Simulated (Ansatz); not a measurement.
## Run report: SiH3Cl2, nudged elastic band

System: SiH3Cl2, multiplicity 2.
Method: UHF/def2-SVP (Ansatz 0.2.0).

It belongs to a series of runs on one base structure; here: band between the two ends. Figures and captions count atoms from 1; the log counts them from 0 in places.

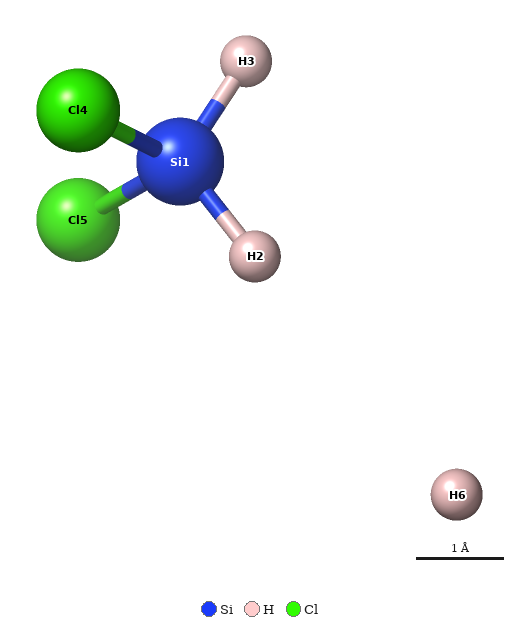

*The starting structure (ball-and-stick view, seen at an oblique angle; atoms are numbered from 1 in the order of the input).*

Bond lengths as drawn: Cl–Si 2.06 Å and H–Si 1.47 Å.

Summary

| quantity | value |
| --- | --- |
| outcome | converged |
| barrier, forward | 0.716 eV |
| barrier, backward | 0.906 eV |
| hardware | 1 thread of Arm Neoverse V2, 24 GiB of memory available, shared host |
| wall time | 90 s |
| peak memory | 0.15 GiB |

The order of the saddle point was not checked.

Input
```yaml
crystal:
  periodic: [false, false, false]
  atoms:
    - { symbol: Si, position_ang: [-0.014909, 0.0, -0.391212] }
    - { symbol: H, position_ang: [-0.036075, 0.0, 1.07461] }
    - { symbol: H, position_ang: [1.346058, 0.0, -0.934963] }
    - { symbol: Cl, position_ang: [-0.985029, 1.685808, -1.063867] }
    - { symbol: Cl, position_ang: [-0.985029, -1.685808, -1.063867] }
    - { symbol: H, position_ang: [0.045384, 0.0, 4.854499] }
magnetization:
  spin_polarized: true
  initial_magnetization: 1
basis:
  gaussian: { orbitals: def2-SVP }
hamiltonian:
  xc: hf
neb:
  order_check: false
  images: 7
  f_tol: 0.03
  max_iterations: 60
  final_atoms:
    - { symbol: Si, position_ang: [-0.02522717, 0.0, -0.8925235] }
    - { symbol: H, position_ang: [-0.21612858, 0.0, 3.65331611] }
    - { symbol: H, position_ang: [1.3702292, 0.0, -1.36784525] }
    - { symbol: Cl, position_ang: [-0.96613266, 1.694324, -1.6044131] }
    - { symbol: Cl, position_ang: [-0.96613266, -1.694324, -1.6044131] }
    - { symbol: H, position_ang: [0.17379187, 0.0, 4.29107884] }
  initial_path:
    images:
      - { positions_ang: [[-0.014909, 0.0, -0.391212], [-0.036075, 0.0, 1.07461], [1.346058, 0.0, -0.934963], [-0.985029, 1.685808, -1.063867], [-0.985029, -1.685808, -1.063867], [0.045384, 0.0, 4.854499]] }
      - { positions_ang: [[-0.01094447, 0.0, -0.29334835], [-0.02780282, 0.0, 1.23351701], [1.35425961, 0.0, -0.82191913], [-0.9889257, 1.698881, -0.97574133], [-0.9889257, -1.698881, -0.97574133], [0.03273909, 0.0, 4.30843313]] }
      - { positions_ang: [[-0.00697993, 0.0, -0.19548471], [-0.01953064, 0.0, 1.39242403], [1.36246122, 0.0, -0.70887527], [-0.99282241, 1.711954, -0.88761566], [-0.99282241, -1.711954, -0.88761566], [0.02009418, 0.0, 3.76236726]] }
      - { positions_ang: [[-0.0030154, 0.0, -0.09762106], [-0.01125846, 0.0, 1.55133104], [1.37066282, 0.0, -0.5958314], [-0.99671911, 1.725027, -0.79948998], [-0.99671911, -1.725027, -0.79948998], [0.00744927, 0.0, 3.21630139]] }
      - { positions_ang: [[0.00094913, 0.0, 0.00024259], [-0.00298628, 0.0, 1.71023806], [1.37886443, 0.0, -0.48278754], [-1.00061582, 1.7381, -0.71136431], [-1.00061582, -1.7381, -0.71136431], [-0.00519564, 0.0, 2.67023552]] }
      - { positions_ang: [[-0.00559494, 0.0, -0.22294893], [-0.05627186, 0.0, 2.19600757], [1.37670563, 0.0, -0.70405197], [-0.99199503, 1.727156, -0.93462651], [-0.99199503, -1.727156, -0.93462651], [0.03955124, 0.0, 3.07544635]] }
      - { positions_ang: [[-0.01213902, 0.0, -0.44614045], [-0.10955743, 0.0, 2.68177708], [1.37454682, 0.0, -0.92531639], [-0.98337424, 1.716212, -1.15788871], [-0.98337424, -1.716212, -1.15788871], [0.08429811, 0.0, 3.48065718]] }
      - { positions_ang: [[-0.0186831, 0.0, -0.66933198], [-0.16284301, 0.0, 3.1675466], [1.37238801, 0.0, -1.14658082], [-0.97475345, 1.705268, -1.3811509], [-0.97475345, -1.705268, -1.3811509], [0.12904499, 0.0, 3.88586801]] }
      - { positions_ang: [[-0.02522717, 0.0, -0.8925235], [-0.21612858, 0.0, 3.65331611], [1.3702292, 0.0, -1.36784525], [-0.96613266, 1.694324, -1.6044131], [-0.96613266, -1.694324, -1.6044131], [0.17379187, 0.0, 4.29107884]] }
```

Launch command:
```bash
ansatz run input.yaml --threads 1 --pin off --max-ram 2048MiB --backend cpu --events-out ev --progress --plain --runs-dir out
```

Output
```
Engine: ansatz 0.2.0, aarch64-unknown-linux-gnu
Functional definition: HF
  exchange = exact_x
  correlation = 0
681 factors; integrals over basis functions are off by at most 1.4e-4 eV
mean field evaluation 1: about -32905.8352 eV, gradient 1.2e1 eV
mean field evaluation 2: about -32905.8461 eV, gradient 1.2e1 eV
mean field evaluation 4: about -32907.0549 eV, gradient 1.3e0 eV
mean field evaluation 8: about -32907.0738 eV, gradient 2.3e-3 eV
mean field -32907.07384935 eV, -1209.3126587480 hartree, gradient 6.3e-5 eV, S^2 0.750000; 0 other end points of the search recorded, 0 dependent functions left out
the calculation of the forces begins
reference -32907.07384935 eV, -1209.3126587480 hartree; 26, 25 occupied and 43, 44 virtual orbitals, 681 factors
678 factors; integrals over basis functions are off by at most 2.6e-4 eV
mean field evaluation 16: about -32907.2601 eV, gradient 4.0e-1 eV
mean field -32907.26397443 eV, -1209.3196457155 hartree, gradient 1.1e-5 eV, S^2 0.753755; 0 other end points of the search recorded, 0 dependent functions left out
[... from here on the field's lines of each further geometry are left out, up to the last ...]
NEB iter   1: max|band force component| = 3.504e0 eV/Å  barrier→ = 0.8015 eV  barrier← = 0.9916 eV  Δτ_max = 0.2000 Å  (325 SCF iters)
NEB iter   2: max|band force component| = 2.959e0 eV/Å  barrier→ = 0.7467 eV  barrier← = 0.9368 eV  Δτ_max = 0.2000 Å  (224 SCF iters)
NEB iter   3: max|band force component| = 6.066e0 eV/Å  barrier→ = 0.7242 eV  barrier← = 0.9143 eV  Δτ_max = 0.0970 Å  (219 SCF iters)
NEB iter   4: max|band force component| = 1.791e0 eV/Å  barrier→ = 0.3293 eV  barrier← = 0.5194 eV  Δτ_max = 0.0504 Å  (202 SCF iters)
NEB iter   5: max|band force component| = 1.039e0 eV/Å  barrier→ = 0.2829 eV  barrier← = 0.4730 eV  CI = image 3  Δτ_max = 0.2000 Å  (185 SCF iters)
NEB iter   6: max|band force component| = 1.278e0 eV/Å  barrier→ = 0.4838 eV  barrier← = 0.6739 eV  CI = image 3  Δτ_max = 0.2000 Å  (204 SCF iters)
NEB iter   7: max|band force component| = 1.006e0 eV/Å  barrier→ = 0.6659 eV  barrier← = 0.8561 eV  CI = image 3  Δτ_max = 0.1981 Å  (203 SCF iters)
NEB iter   8: max|band force component| = 8.282e-1 eV/Å  barrier→ = 0.7634 eV  barrier← = 0.9536 eV  CI = image 3  Δτ_max = 0.1976 Å  (204 SCF iters)
NEB iter   9: max|band force component| = 4.452e-1 eV/Å  barrier→ = 0.7388 eV  barrier← = 0.9290 eV  CI = image 3  Δτ_max = 0.1980 Å  (231 SCF iters)
NEB iter  10: max|band force component| = 4.101e-1 eV/Å  barrier→ = 0.7337 eV  barrier← = 0.9239 eV  CI = image 3  Δτ_max = 0.1377 Å  (214 SCF iters)
NEB iter  11: max|band force component| = 1.683e-1 eV/Å  barrier→ = 0.7164 eV  barrier← = 0.9065 eV  CI = image 3  Δτ_max = 0.1830 Å  (207 SCF iters)
NEB iter  12: max|band force component| = 2.232e-1 eV/Å  barrier→ = 0.7161 eV  barrier← = 0.9062 eV  CI = image 3  Δτ_max = 0.0700 Å  (209 SCF iters)
NEB iter  13: max|band force component| = 4.943e-2 eV/Å  barrier→ = 0.7159 eV  barrier← = 0.9061 eV  CI = image 3  Δτ_max = 0.0808 Å  (207 SCF iters)
the calculation of the forces begins
reference -32907.26203597 eV, -1209.3195744785 hartree; 26, 25 occupied and 43, 44 virtual orbitals, 682 factors
683 factors; integrals over basis functions are off by at most 6.8e-4 eV
mean field -32906.35792248 eV, -1209.2863489205 hartree, gradient 1.5e-5 eV, S^2 0.781700; 1 other end points of the search recorded, 0 dependent functions left out
the calculation of the forces begins
reference -32906.35792248 eV, -1209.2863489205 hartree; 26, 25 occupied and 43, 44 virtual orbitals, 683 factors
NEB iter  14: max|band force component| = 1.929e-2 eV/Å  barrier→ = 0.7159 eV  barrier← = 0.9061 eV  CI = image 3  Δτ_max = 0.0000 Å  (441 SCF iters)
```

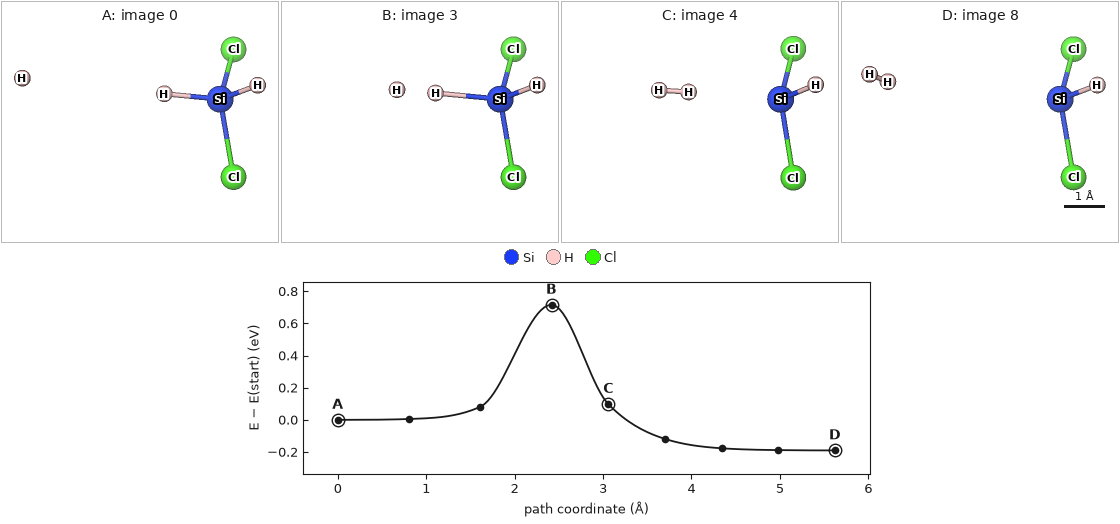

*Images of the last band (counted from 0; ball-and-stick, seen at a tilt) above the energy along the path; the line is a cubic interpolation that uses the forces.*

The highest image is number 3, 0.716 eV above the start and 0.906 eV above the end (the climbing image); the end lies 0.190 eV below the start. The path is 5.62 Å long. The band converged in 14 iterations.

```
Total energy: -32906.35792248 eV, -1209.2863489205 hartree
Atom 0 at     0.007631    -0.000000    -0.008759 Å, force     0.012364    -0.000000    -0.000809 eV/Å
Atom 1 at    -0.020176     0.000000     1.688809 Å, force    -0.000699    -0.000000     0.003172 eV/Å
Atom 2 at     1.377735    -0.000000    -0.543407 Å, force    -0.007452     0.000000     0.003705 eV/Å
Atom 3 at    -0.965505     1.689463    -0.675786 Å, force    -0.002451     0.004793    -0.001390 eV/Å
Atom 4 at    -0.965505    -1.689462    -0.675786 Å, force    -0.002451    -0.004793    -0.001390 eV/Å
Atom 5 at    -0.063780    -0.000000     2.690130 Å, force     0.000690     0.000000    -0.003288 eV/Å
Dipole moment:     0.272948    -0.000000     0.108280 e Å
this run last wrote the band of iteration 14 to [file]
```

The last band as extended XYZ (Å, eV, eV/Å)
```
6
Properties=species:S:1:pos:R:3:forces:R:3 image=0 energy=-32907.07385
Si   -0.0149    0.0000   -0.3912    0.0157   0.0000  -0.0076
H    -0.0361    0.0000    1.0746    0.0023   0.0000  -0.0075
H     1.3461    0.0000   -0.9350    0.0095   0.0000   0.0130
Cl   -0.9850    1.6858   -1.0639   -0.0138   0.0022   0.0005
Cl   -0.9850   -1.6858   -1.0639   -0.0138  -0.0022   0.0005
H     0.0454    0.0000    4.8545    0.0000   0.0000   0.0011
6
Properties=species:S:1:pos:R:3:forces:R:3 image=1 energy=-32907.06852
Si    0.0078    0.0000   -0.2531   -0.0011   0.0000  -0.0031
H     0.0476    0.0000    1.2116    0.0012   0.0000  -0.0061
H     1.3472    0.0000   -0.8485   -0.0001   0.0000  -0.0039
Cl   -0.9932    1.6847   -0.8831    0.0003  -0.0006  -0.0027
Cl   -0.9932   -1.6847   -0.8831    0.0003   0.0006  -0.0027
H    -0.0458    0.0000    4.1314   -0.0006   0.0000   0.0185
6
Properties=species:S:1:pos:R:3:forces:R:3 image=2 energy=-32906.99259
Si    0.0123    0.0000   -0.1081    0.0032   0.0000  -0.0322
H     0.0328    0.0000    1.3547    0.0114   0.0000  -0.1044
H     1.3615    0.0000   -0.6802   -0.0012   0.0000  -0.0377
Cl   -0.9814    1.6865   -0.7438   -0.0008  -0.0007  -0.0247
Cl   -0.9814   -1.6865   -0.7438   -0.0008   0.0007  -0.0247
H    -0.0733    0.0000    3.3962   -0.0118   0.0000   0.2237
6
Properties=species:S:1:pos:R:3:forces:R:3 image=3 energy=-32906.35792
Si    0.0076    0.0000   -0.0088    0.0124   0.0000  -0.0008
H    -0.0202    0.0000    1.6888   -0.0007   0.0000   0.0032
H     1.3777    0.0000   -0.5434   -0.0075   0.0000   0.0037
Cl   -0.9655    1.6895   -0.6758   -0.0025   0.0048  -0.0014
Cl   -0.9655   -1.6895   -0.6758   -0.0025  -0.0048  -0.0014
H    -0.0638    0.0000    2.6901    0.0007   0.0000  -0.0033
6
Properties=species:S:1:pos:R:3:forces:R:3 image=4 energy=-32906.97523
Si    0.0146    0.0000   -0.2187    0.0295   0.0000  -0.1880
H    -0.0059    0.0000    2.1670    0.0004   0.0000   0.4336
H     1.3815    0.0000   -0.7658   -0.0025   0.0000  -0.1829
Cl   -0.9859    1.7030   -0.8124   -0.0106   0.0171  -0.1336
Cl   -0.9859   -1.7030   -0.8124   -0.0106  -0.0171  -0.1336
H    -0.0481    0.0000    2.9176   -0.0062   0.0000   0.2044
6
Properties=species:S:1:pos:R:3:forces:R:3 image=5 energy=-32907.19241
Si    0.0337    0.0000   -0.3866   -0.0094   0.0000  -0.0393
H    -0.0104    0.0000    2.5398    0.0022   0.0000   0.1036
H     1.3773    0.0000   -0.9896    0.0121   0.0000  -0.0697
Cl   -0.9774    1.6966   -0.9855   -0.0003  -0.0004  -0.0457
Cl   -0.9774   -1.6966   -0.9855   -0.0003   0.0004  -0.0457
H    -0.0753    0.0000    3.2827   -0.0043   0.0000   0.0968
6
Properties=species:S:1:pos:R:3:forces:R:3 image=6 energy=-32907.25077
Si    0.0613    0.0000   -0.5692   -0.0135   0.0000  -0.0100
H    -0.0430    0.0000    2.9051    0.0008   0.0000   0.0216
H     1.3760    0.0000   -1.2357   -0.0018   0.0000  -0.0144
Cl   -0.9735    1.6937   -1.1379    0.0073  -0.0053  -0.0093
Cl   -0.9735   -1.6937   -1.1379    0.0073   0.0053  -0.0093
H    -0.0769    0.0000    3.6508   -0.0001   0.0000   0.0213
6
Properties=species:S:1:pos:R:3:forces:R:3 image=7 energy=-32907.26204
Si    0.0284    0.0000   -0.7375    0.0043   0.0000   0.0020
H    -0.1066    0.0000    3.2687   -0.0019   0.0000  -0.0005
H     1.3757    0.0000   -1.3357   -0.0006   0.0000  -0.0008
Cl   -0.9724    1.6936   -1.3626   -0.0021   0.0025  -0.0040
Cl   -0.9724   -1.6936   -1.3626   -0.0021  -0.0025  -0.0040
H     0.0177    0.0000    4.0049    0.0024   0.0000   0.0073
6
Properties=species:S:1:pos:R:3:forces:R:3 image=8 energy=-32907.26397
Si   -0.0252    0.0000   -0.8925    0.0016   0.0000   0.0097
H    -0.2161    0.0000    3.6533    0.0107   0.0000   0.0216
H     1.3702    0.0000   -1.3678   -0.0025   0.0000  -0.0035
Cl   -0.9661    1.6943   -1.6044    0.0005  -0.0041  -0.0032
Cl   -0.9661   -1.6943   -1.6044    0.0005   0.0041  -0.0032
H     0.1738    0.0000    4.2911   -0.0109   0.0000  -0.0215
```
